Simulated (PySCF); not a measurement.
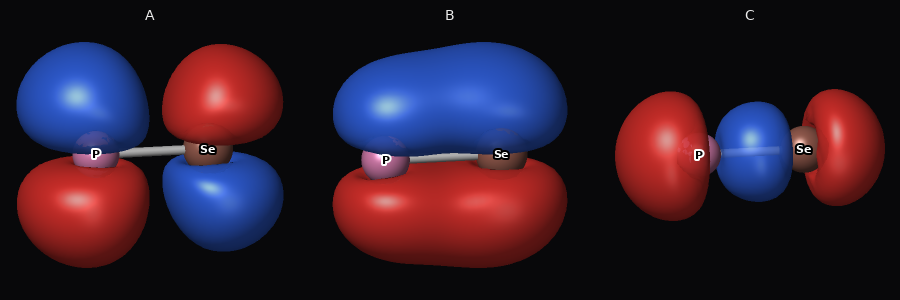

*PSe (charge +1). Three frontier orbitals, each drawn at the value that holds 80 % of its norm (red and blue are the two phases), in no order; of a degenerate pair one member is drawn.*

All numbers below come from PBE0/x2c-SVPall, spin-free X2C-1e, Gaussian nucleus, at a bond length of 1.962 Å (PySCF).

**Name the orbitals and rank them from lowest to highest energy.**

Orbital C: σ, occupied, −16.53 eV; shared between the atoms (P 55 %, Se 45 %).
Orbital B: π, occupied, −16.01 eV; bonding, with no node between the atoms.
Orbital A: π, empty, −10.33 eV; antibonding, with a node between the atoms.
